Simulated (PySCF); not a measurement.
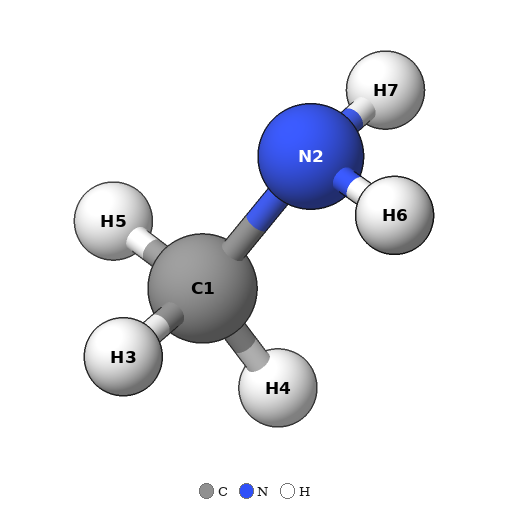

Computed geometry: GFN2-xTB optimisation. No frequency run is at hand to confirm it as a minimum. Properties computed with B3LYP/pcJ-1 indirect spin-spin coupling, non-relativistic, gas phase (PySCF 2.14.0). Isotopes: 13C, 1H, 15N.

Give the spin–spin coupling constants of these pairs, with the number of bonds between them: C1/N2, C1/H5, C1/H6, N2/H5, N2/H3, H3/H6, H4/H6, H4/H7.

```csv
pair,bonds apart,J (Hz)
"C1, N2",1,−4.3
"C1, H5",1,139.7
"C1, H6",2,−2.5
"N2, H5",2,−2.7
"N2, H3",2,−2.7
"H3, H6",3,3.1
"H4, H6",3,2.5
"H4, H7",3,2.5
```
